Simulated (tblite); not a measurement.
**Geometry relaxation, with input and output: C₅H₁₄Si₂ (part 2 of 2)**

Continued. System: C₅H₁₄Si₂, SMILES C=C[SiH2][SiH2]C(C)C. Method: GFN2-xTB geometry optimisation, gas phase (tblite 0.8.0). 

Geometry of the input (Å):
```
C  4.2659  -0.2443  0.5172
C  3.2368  -0.2674  -0.3644
Si 1.5589  -0.9053  -0.0187
Si -0.0108  0.8010  -0.2805
C  -1.7612  0.1130  0.0760
C  -2.8059  1.2325  0.2264
C  -2.2475  -0.8792  -0.9952
H  5.2341  0.1527  0.2270
H  4.1669  -0.6037  1.5409
H  3.3895  0.0924  -1.3612
H  1.2418  -2.0030  -0.9762
H  1.4733  -1.4562  1.3596
H  0.2680  1.8949  0.7006
H  0.0406  1.3570  -1.6521
H  -1.7075  -0.4079  1.0292
H  -3.7831  0.8171  0.5002
H  -2.5173  1.9321  1.0307
H  -2.9174  1.8067  -0.6946
H  -1.5757  -1.7391  -1.0708
H  -3.2345  -1.2676  -0.7243
H  -2.3238  -0.4086  -1.9761
```

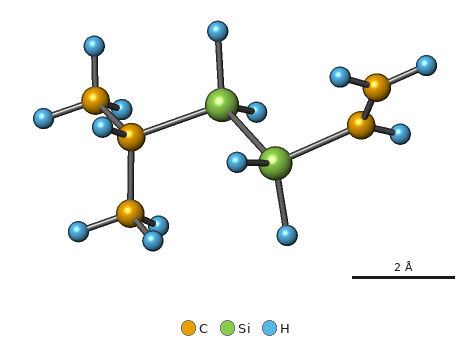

*The geometry at step 153 of the log (ball-and-stick view, seen at a tilt).*

## Trajectory as extended XYZ, continued
```
21
Properties=species:S:1:pos:R:3:forces:R:3 step=76 energy=-577.97500
C     4.2027   -0.1819    0.4970   -0.0010  -0.0050  -0.0010
C     3.2430   -0.2900   -0.4075    0.0010   0.0010  -0.0050
Si    1.5206   -0.9783   -0.0960    0.0050  -0.0080   0.0050
Si   -0.0122    0.7554   -0.1935   -0.0110  -0.0100   0.0020
C    -1.7906    0.1261    0.1359   -0.0080   0.0040   0.0090
C    -2.7858    1.2816    0.1683   -0.0010   0.0000  -0.0020
C    -2.2164   -0.9066   -0.9035    0.0060   0.0040   0.0020
H     5.1719    0.2408    0.2766    0.0020   0.0030  -0.0010
H     4.0628   -0.5199    1.5111   -0.0100  -0.0040   0.0040
H     3.4467    0.0680   -1.4105    0.0060   0.0020  -0.0060
H     1.3028   -2.0226   -1.1131    0.0000   0.0120   0.0080
H     1.5385   -1.6720    1.2007    0.0040  -0.0060  -0.0050
H     0.2598    1.8195    0.7880   -0.0040  -0.0030   0.0040
H    -0.0473    1.4364   -1.4989    0.0090   0.0050  -0.0170
H    -1.8163   -0.3630    1.1166    0.0070   0.0070   0.0100
H    -3.7974    0.9198    0.3540    0.0100   0.0060   0.0050
H    -2.5270    1.9905    0.9518   -0.0100  -0.0010  -0.0050
H    -2.7851    1.8120   -0.7821   -0.0110  -0.0070   0.0010
H    -1.5387   -1.7586   -0.9071    0.0000  -0.0030  -0.0030
H    -3.2216   -1.2735   -0.6949    0.0060   0.0050  -0.0040
H    -2.2194   -0.4668   -1.8992    0.0000   0.0010  -0.0020
21
Properties=species:S:1:pos:R:3:forces:R:3 step=95 energy=-577.97578
C     4.1864   -0.1741    0.4987    0.0000   0.0010   0.0000
C     3.2406   -0.2920   -0.4191    0.0050  -0.0010   0.0050
Si    1.5196   -0.9878   -0.1168   -0.0050  -0.0010   0.0010
Si   -0.0075    0.7535   -0.1786    0.0000  -0.0010  -0.0010
C    -1.7895    0.1324    0.1446   -0.0030  -0.0010  -0.0020
C    -2.7870    1.2862    0.1555   -0.0010   0.0000  -0.0010
C    -2.2072   -0.9114   -0.8868   -0.0010  -0.0010  -0.0020
H     5.1555    0.2556    0.2921    0.0030   0.0000  -0.0020
H     4.0323   -0.5096    1.5118   -0.0010  -0.0030   0.0010
H     3.4547    0.0641   -1.4206    0.0020  -0.0020  -0.0010
H     1.2949   -2.0112   -1.1527    0.0020   0.0060  -0.0010
H     1.5446   -1.7099    1.1641   -0.0010   0.0000  -0.0030
H     0.2676    1.7973    0.8236    0.0020   0.0030  -0.0010
H    -0.0286    1.4548   -1.4744   -0.0040   0.0010   0.0000
H    -1.8209   -0.3437    1.1317    0.0020   0.0020  -0.0010
H    -3.7944    0.9274    0.3666    0.0010   0.0010   0.0010
H    -2.5211    2.0203    0.9129   -0.0030   0.0000  -0.0020
H    -2.8022    1.7857   -0.8112    0.0000   0.0000   0.0020
H    -1.5361   -1.7685   -0.8695   -0.0020  -0.0010  -0.0010
H    -3.2185   -1.2674   -0.6899    0.0020  -0.0020   0.0040
H    -2.1923   -0.4849   -1.8884    0.0030   0.0010   0.0010
21
Properties=species:S:1:pos:R:3:forces:R:3 step=115 energy=-577.97600
C     4.1898   -0.1799    0.5050   -0.0030   0.0010   0.0000
C     3.2460   -0.2934   -0.4154    0.0000  -0.0010  -0.0010
Si    1.5193   -0.9808   -0.1257   -0.0040  -0.0020   0.0000
Si   -0.0093    0.7598   -0.1804    0.0000   0.0060  -0.0020
C    -1.7897    0.1358    0.1478    0.0020  -0.0090  -0.0030
C    -2.7922    1.2852    0.1535    0.0050  -0.0040   0.0010
C    -2.2037   -0.9136   -0.8795    0.0000  -0.0060  -0.0020
H     5.1626    0.2419    0.2989   -0.0020  -0.0010   0.0040
H     4.0307   -0.5109    1.5189   -0.0010  -0.0040  -0.0020
H     3.4670    0.0582   -1.4170    0.0030   0.0010  -0.0020
H     1.2958   -1.9897   -1.1760    0.0030   0.0010   0.0010
H     1.5344   -1.7193    1.1462    0.0000   0.0040  -0.0030
H     0.2696    1.8038    0.8206   -0.0010   0.0020   0.0000
H    -0.0405    1.4622   -1.4756    0.0020  -0.0010   0.0010
H    -1.8187   -0.3361    1.1369    0.0010   0.0000   0.0010
H    -3.7962    0.9239    0.3762   -0.0020   0.0020  -0.0040
H    -2.5247    2.0286    0.9009    0.0000   0.0050   0.0010
H    -2.8159    1.7732   -0.8188   -0.0040   0.0050   0.0030
H    -1.5317   -1.7698   -0.8570    0.0000   0.0000   0.0010
H    -3.2148   -1.2705   -0.6827    0.0020   0.0010   0.0000
H    -2.1867   -0.4917   -1.8831   -0.0020  -0.0020   0.0060
21
Properties=species:S:1:pos:R:3:forces:R:3 step=134 energy=-577.97635
C     4.1816   -0.1949    0.5192    0.0050  -0.0050   0.0040
C     3.2538   -0.2913   -0.4192    0.0030   0.0020   0.0040
Si    1.5170   -0.9647   -0.1598   -0.0030  -0.0040  -0.0010
Si   -0.0105    0.7766   -0.1891   -0.0050   0.0140  -0.0030
C    -1.7848    0.1427    0.1538    0.0010  -0.0090  -0.0030
C    -2.7960    1.2845    0.1471    0.0040  -0.0030   0.0000
C    -2.1947   -0.9269   -0.8543   -0.0010  -0.0030  -0.0020
H     5.1641    0.2142    0.3355    0.0000   0.0050  -0.0050
H     3.9993   -0.5310    1.5273   -0.0050  -0.0020   0.0050
H     3.4975    0.0616   -1.4151   -0.0020   0.0060   0.0010
H     1.3000   -1.9497   -1.2336   -0.0030  -0.0050   0.0010
H     1.5130   -1.7268    1.0982    0.0020  -0.0020  -0.0040
H     0.2673    1.8182    0.8148    0.0080  -0.0010   0.0020
H    -0.0531    1.4873   -1.4792   -0.0020  -0.0040  -0.0040
H    -1.8056   -0.3141    1.1502    0.0000   0.0010   0.0010
H    -3.7967    0.9198    0.3780   -0.0040  -0.0050  -0.0010
H    -2.5314    2.0400    0.8832    0.0030   0.0070   0.0050
H    -2.8269    1.7597   -0.8311   -0.0010   0.0040  -0.0060
H    -1.5183   -1.7794   -0.8166   -0.0030   0.0030   0.0000
H    -3.2039   -1.2848   -0.6498    0.0040   0.0000  -0.0010
H    -2.1807   -0.5240   -1.8657   -0.0020   0.0010   0.0070
21
Properties=species:S:1:pos:R:3:forces:R:3 step=153 energy=-577.97684
C     4.1655   -0.2190    0.5457   -0.0040   0.0060   0.0040
C     3.2580   -0.2815   -0.4153   -0.0050  -0.0040  -0.0050
Si    1.5121   -0.9521   -0.2111    0.0070  -0.0070   0.0020
Si   -0.0087    0.7964   -0.2136    0.0030   0.0100  -0.0040
C    -1.7734    0.1562    0.1638    0.0040  -0.0100  -0.0020
C    -2.7999    1.2837    0.1397    0.0060  -0.0020  -0.0010
C    -2.1811   -0.9402   -0.8156    0.0000  -0.0040  -0.0040
H     5.1521    0.1947    0.3962   -0.0040  -0.0090   0.0030
H     3.9579   -0.5857    1.5383    0.0080   0.0030   0.0010
H     3.5254    0.1006   -1.3942   -0.0080   0.0060   0.0040
H     1.3059   -1.9092   -1.3124    0.0040   0.0080  -0.0010
H     1.4818   -1.7498    1.0247    0.0010   0.0000  -0.0020
H     0.2942    1.8383    0.7827   -0.0020  -0.0020  -0.0020
H    -0.0801    1.5040   -1.5039    0.0030  -0.0030  -0.0050
H    -1.7782   -0.2774    1.1707   -0.0060   0.0000   0.0020
H    -3.7939    0.9079    0.3818   -0.0070   0.0040   0.0110
H    -2.5425    2.0579    0.8584    0.0000   0.0090   0.0110
H    -2.8436    1.7382   -0.8477    0.0050   0.0060  -0.0120
H    -1.4926   -1.7824   -0.7686   -0.0090  -0.0010  -0.0010
H    -3.1832   -1.3061   -0.5911    0.0060  -0.0050  -0.0020
H    -2.1847   -0.5575   -1.8349   -0.0030  -0.0050   0.0020
21
Properties=species:S:1:pos:R:3:forces:R:3 step=172 energy=-577.97785
C     4.1330   -0.2776    0.6118    0.0040  -0.0100   0.0010
C     3.2576   -0.2423   -0.3798    0.0070   0.0000   0.0010
Si    1.5054   -0.9213   -0.3067    0.0110   0.0060  -0.0050
Si   -0.0103    0.8306   -0.2943   -0.0070   0.0000   0.0010
C    -1.7491    0.1790    0.1728    0.0030  -0.0110   0.0050
C    -2.7981    1.2850    0.1379    0.0060  -0.0020   0.0000
C    -2.1638   -0.9715   -0.7395   -0.0050   0.0000  -0.0030
H     5.1269    0.1381    0.5336   -0.0060   0.0060   0.0030
H     3.8929   -0.7367    1.5576    0.0020   0.0010   0.0000
H     3.5571    0.2321   -1.3079   -0.0010  -0.0020   0.0050
H     1.3569   -1.8008   -1.4790    0.0020  -0.0020  -0.0070
H     1.4049   -1.8010    0.8682    0.0090   0.0070   0.0030
H     0.3204    1.9047    0.6576    0.0000  -0.0020  -0.0030
H    -0.1329    1.4955   -1.6033   -0.0040  -0.0010   0.0000
H    -1.7088   -0.2077    1.1978   -0.0050  -0.0050   0.0080
H    -3.7766    0.9048    0.4309   -0.0020  -0.0080   0.0050
H    -2.5294    2.0912    0.8163   -0.0010   0.0170   0.0020
H    -2.8838    1.6980   -0.8649    0.0030   0.0060  -0.0100
H    -1.4448   -1.7879   -0.6881   -0.0130   0.0000  -0.0050
H    -3.1411   -1.3614   -0.4545   -0.0020   0.0080   0.0000
H    -2.2253   -0.6339   -1.7728   -0.0010  -0.0060   0.0000
21
Properties=species:S:1:pos:R:3:forces:R:3 step=191 energy=-577.97922
C     4.1263   -0.2982    0.6507    0.0020   0.0040  -0.0010
C     3.2655   -0.2061   -0.3503    0.0020   0.0040   0.0070
Si    1.5234   -0.9158   -0.3562    0.0130   0.0070   0.0010
Si   -0.0156    0.8151   -0.3426   -0.0010  -0.0110  -0.0010
C    -1.7443    0.1766    0.1776   -0.0020   0.0060   0.0010
C    -2.7828    1.2930    0.1399    0.0020   0.0020   0.0020
C    -2.1910   -0.9855   -0.7044    0.0020   0.0050   0.0000
H     5.1103    0.1466    0.6215   -0.0010  -0.0050  -0.0030
H     3.8838   -0.8317    1.5558   -0.0070   0.0000  -0.0040
H     3.5695    0.3438   -1.2342   -0.0040  -0.0040   0.0020
H     1.4178   -1.7544   -1.5622    0.0060  -0.0100  -0.0020
H     1.4096   -1.8321    0.7889   -0.0010  -0.0010  -0.0020
H     0.3301    1.9175    0.5704    0.0010   0.0000   0.0060
H    -0.1725    1.4442   -1.6652   -0.0040   0.0040  -0.0090
H    -1.6852   -0.1903    1.2091   -0.0050   0.0020  -0.0030
H    -3.7574    0.9332    0.4701    0.0080  -0.0060   0.0020
H    -2.4867    2.1165    0.7859   -0.0090   0.0040  -0.0010
H    -2.8904    1.6770   -0.8727   -0.0010   0.0030   0.0070
H    -1.4804   -1.8091   -0.6563   -0.0010  -0.0030   0.0010
H    -3.1660   -1.3585   -0.3907    0.0000   0.0030   0.0020
H    -2.2728   -0.6647   -1.7414    0.0000  -0.0050  -0.0060
21
Properties=species:S:1:pos:R:3:forces:R:3 step=211 energy=-577.97953
C     4.1209   -0.3143    0.6684   -0.0010   0.0010   0.0000
C     3.2694   -0.1908   -0.3368    0.0000  -0.0010  -0.0010
Si    1.5299   -0.9056   -0.3818    0.0010   0.0020  -0.0010
Si   -0.0185    0.8177   -0.3741   -0.0020   0.0010   0.0020
C    -1.7391    0.1819    0.1758    0.0010   0.0000   0.0000
C    -2.7826    1.2939    0.1451    0.0000   0.0000   0.0000
C    -2.1950   -0.9900   -0.6884    0.0010   0.0000   0.0010
H     5.1063    0.1279    0.6609   -0.0010   0.0000   0.0020
H     3.8675   -0.8737    1.5547    0.0010   0.0010   0.0000
H     3.5816    0.3838   -1.2019   -0.0010  -0.0020   0.0000
H     1.4532   -1.7371   -1.5954   -0.0010   0.0000   0.0000
H     1.3996   -1.8330    0.7527   -0.0010   0.0000  -0.0010
H     0.3357    1.9286    0.5260    0.0000   0.0000  -0.0010
H    -0.1943    1.4345   -1.7006    0.0000  -0.0030   0.0000
H    -1.6650   -0.1757    1.2095    0.0020  -0.0010  -0.0010
H    -3.7502    0.9294    0.4905    0.0030   0.0010   0.0000
H    -2.4835    2.1229    0.7826   -0.0020  -0.0010  -0.0010
H    -2.9063    1.6720   -0.8679    0.0000   0.0000   0.0020
H    -1.4833   -1.8127   -0.6384    0.0000  -0.0020  -0.0010
H    -3.1659   -1.3600   -0.3586    0.0000   0.0010  -0.0010
H    -2.2892   -0.6829   -1.7286    0.0010   0.0010   0.0000
```
